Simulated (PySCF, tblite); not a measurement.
**C₈H₁₆Si: geometry, infrared bands, NMR shifts and electronic excitations**

Wanted: the infrared bands, NMR shifts and electronic excitations of C₈H₁₆Si (`C=C(C)[C@@]1(C)CCC[SiH2]1`), by calculation.

The runs use tblite 0.8.0 and PySCF 2.14.0, with density-fitted response routines of our own; the level of theory stands in each step. All values are computed, except where a source is named. Atoms count from 0, in the outputs and in this text.

## 1. The molecule as given

25 atoms, charge 0, multiplicity 1; geometry from: force field or distance geometry start.

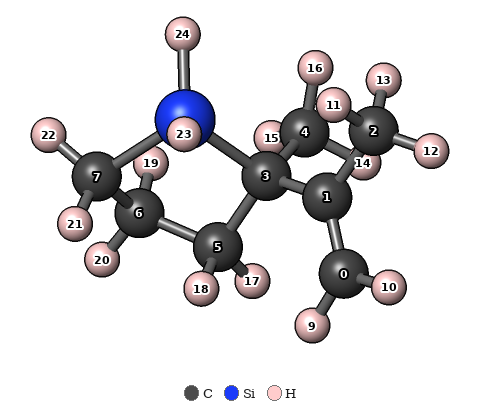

The starting geometry (carbon dark grey, silicon blue, hydrogen pink), atoms numbered.

## 2. Relaxing the molecule with GFN2-xTB

Job settings and geometry (Å):

```
{"job": {"kind": "relax", "xc": "GFN2-xTB", "basis": "xTB"}, "charge": 0, "multiplicity": 1}
C      1.949800    -0.340400     1.490500
C      1.502300     0.057600     0.285900
C      2.429400     0.835300    -0.598800
C      0.151000    -0.241600    -0.215200
C      0.226400    -1.056700    -1.466400
C     -0.750800    -0.937600     0.799200
C     -2.187700    -0.667100     0.367300
C     -2.355300     0.856000     0.489500
Si    -0.760900     1.364900    -0.383800
H      1.334200    -0.907800     2.195300
H      2.952900    -0.097100     1.832100
H      2.129300     1.905200    -0.507200
H      3.474000     0.654300    -0.361800
H      2.250700     0.584200    -1.673000
H      1.070100    -1.765900    -1.312600
H     -0.665800    -1.687500    -1.656100
H      0.435600    -0.447400    -2.371000
H     -0.520100    -2.021700     0.856500
H     -0.626700    -0.482000     1.816800
H     -2.334900    -0.909700    -0.691400
H     -2.918400    -1.197600     0.994700
H     -2.378400     1.154000     1.540100
H     -3.241400     1.202100    -0.067100
H     -0.174300     2.421900     0.420500
H     -1.001900     1.748600    -1.775200
```

Run with:

```
$ OMP_NUM_THREADS=1 python probes_run.py task.json out
```

The driver reads the jobs from task.json and runs them one after another.

**Question.** This job is followed by: GFN2-xTB harmonic vibrations, gas phase; PBE0-D3(BJ)/def2-SVP geometry optimisation, gas phase; GIAO PBE0/pcSseg-1 NMR shielding, non-relativistic, gas phase; TDDFT wB97X-D/def2-SVPD, vertical, gas phase, core orbitals frozen in the response; GIAO KT2/pcSseg-1 NMR shielding, non-relativistic, gas phase. Predict these results of the whole session: strongest single infrared mode (GFN2-xTB); zero-point energy (GFN2-xTB); point group; rotational constants (main isotopes); 13C shifts against TMS (PBE0/pcSseg-1); 1H shifts against TMS (PBE0/pcSseg-1, means over atoms taken as alike); 29Si shifts against TMS (PBE0/pcSseg-1); potential on the surface of density 0.002 e/bohr³, 1st and 99th percentile; lowest singlet (wB97X-D/def2-SVPD); lowest triplet; vertical ionisation energy (ΔSCF); range of the shift of C0.

As calculated:

| quantity | value |
| --- | --- |
| strongest single infrared mode (GFN2-xTB) | 2235 cm⁻¹, 410 km/mol |
| zero-point energy (GFN2-xTB) | 134.8 kcal/mol |
| point group | C1 |
| rotational constants (main isotopes) | 2.09, 1.07, 0.96 GHz |
| 13C shifts against TMS (PBE0/pcSseg-1) | 160.9, 112.6, 41.3, 38.0, 27.4, 27.2, 24.4, 8.4 ppm |
| 1H shifts against TMS (PBE0/pcSseg-1, means over atoms taken as alike) | 4.96, 4.90, 4.13, 4.03, 1.96, 1.91, 1.67, 1.63, 1.31, 1.09, 0.91, 0.79 ppm |
| 29Si shifts against TMS (PBE0/pcSseg-1) | -7.9 ppm |
| potential on the surface of density 0.002 e/bohr³, 1st and 99th percentile | -0.79 V and 0.65 V |
| lowest singlet (wB97X-D/def2-SVPD) | 6.70 eV (185 nm), f = 0.246 |
| lowest triplet | 4.38 eV |
| vertical ionisation energy (ΔSCF) | 8.57 eV |
| range of the shift of C0 | 102.7 to 112.6 ppm |

The optimisation took 145 steps and gained 0.496 eV; among the close pairs (by a distance rule), C3–Si8 changed most, from 1.855 to 1.928 Å (GFN2-xTB). No mode is imaginary among the 69: a minimum at this level. The strongest single mode, at 2235 cm⁻¹, moves mainly H24. GFN2-xTB is a fitted tight-binding method: band positions and strengths are rough. Its intensities can rank the bands wrongly. The start of the PBE0/def2-SVP relaxation was shaken at random by about 0.01 Å, so part of the energy gained, and of the first lengths quoted, undoes that. The optimisation took 7 steps and gained 0.222 eV; among the close pairs (by a distance rule), Si8–H23 changed most, from 1.449 to 1.497 Å (PBE0/def2-SVP). No frequency check was run at this level, so the end point may be a saddle. C1 (fully substituted alkene carbon) lies farthest downfield among carbon, at 160.9 ppm; as expected for a trigonal carbon in a double bond. At PBE0/pcSseg-1: Shielding is most anisotropic at C1 (span 257 ppm, paramagnetic term -236 ppm). The first singlet state (HOMO→LUMO 0.70, HOMO→LUMO+1 0.20) lies at 6.70 eV and is bright. The lowest triplet lies 2.32 eV below the lowest singlet (triplets in Tamm-Dancoff, singlets in full TDDFT). At wB97X-D/def2-SVPD, the highest states lie near or above the ionisation energy, where they hang on the basis. ΔSCF puts the ionisation energy at 8.57 eV, 0.01 eV below −ε(HOMO). Across the 2 runs the shift of C0 moves most, between 102.7 (KT2/pcSseg-1) and 112.6 ppm (PBE0/pcSseg-1). These values are for one conformer; the search (at its own cheap level) found 2 more, at 0.21, 1.36 kcal/mol, and measured spectra average over such forms.
